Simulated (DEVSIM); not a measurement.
Device: Schottky contact on n-type Si, at 300 K.

```
layer (left to right)  material  thickness (μm)  Nd (cm⁻³)  τn (s)  τp (s)
---------------------  --------  --------------  ---------  ------  ------
1                            Si            1.50     6.7e16  5.8e-7  5.8e-7
```

Left contact: Schottky, work function 4.5 eV, emission velocity 1.1e7 cm/s. Right contact: ohmic. Voltage is applied to the left contact. Recombination: SRH at mid-gap, radiative, Auger. Mobility is μmin + (μ − μmin)/(1 + (N/Nref)^α).

The device is made up for the run: typed textbook-type constants, with dimensions and the other settings drawn at random. Values at 300 K.

| parameter | Si |
|---|---|
| gap (eV) | 1.124 |
| affinity (eV) | 4.05 |
| permittivity | 11.7 |
| Nc (cm⁻³) | 2.86e19 |
| Nv (cm⁻³) | 3.1e19 |
| μn (cm²/Vs) | 1417 |
| μp (cm²/Vs) | 470 |
| μn,min | 52 |
| μp,min | 45 |
| Nref,n | 9.7e16 |
| Nref,p | 2.2e17 |
| αn | 0.68 |
| αp | 0.72 |
| B (cm³/s) | 4.7e-15 |
| Cn (cm⁶/s) | 2.8e-31 |
| Cp (cm⁶/s) | 9.9e-32 |

Simulated with DEVSIM: 1D drift-diffusion, Boltzmann statistics, complete ionisation; no tunnelling, impact ionisation, image-force lowering or self-heating. Metal contacts follow the ideal Schottky-Mott rule: no Fermi-level pinning, no interface dipoles.

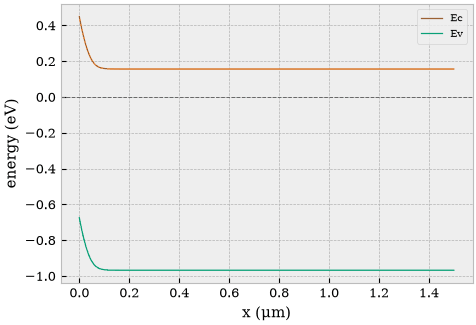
Figure: Band edges at zero bias

Energies count from the Fermi level of the right contact; mesh points crowd at the junctions.

```tsv
x (μm)	Ec (eV)	Ev (eV)	n (cm⁻³)	p (cm⁻³)	field (V/cm)
0.000	0.450	-0.674	7.9e11	1.5e8	-74000
0.009223	0.386	-0.738	9.5e12	1.2e7	-65000
0.02006	0.321	-0.803	1.1e14	1000000	-54000
0.03674	0.246	-0.878	2.1e15	56000	-37000
0.06656	0.177	-0.947	3.0e16	3900	-12000
0.1005	0.159	-0.965	6.0e16	1900	-1700
0.1404	0.157	-0.967	6.6e16	1800	-150
0.2303	0.157	-0.967	6.7e16	1700	≈ 0
0.3115	0.157	-0.967	6.7e16	1700	≈ 0
0.4365	0.157	-0.967	6.7e16	1700	≈ 0
0.6078	0.157	-0.967	6.7e16	1700	≈ 0
0.8632	0.157	-0.967	6.7e16	1700	≈ 0
1.023	0.157	-0.967	6.7e16	1700	≈ 0
1.159	0.157	-0.967	6.7e16	1700	≈ 0
1.278	0.157	-0.967	6.7e16	1700	≈ 0
1.345	0.157	-0.967	6.7e16	1700	≈ 0
1.394	0.157	-0.967	6.7e16	1700	≈ 0
1.425	0.157	-0.967	6.7e16	1700	≈ 0
1.458	0.157	-0.967	6.7e16	1700	≈ 0
1.476	0.157	-0.967	6.7e16	1700	≈ 0
1.489	0.157	-0.967	6.7e16	1700	≈ 0
1.500	0.157	-0.967	6.7e16	1700	≈ 0
```
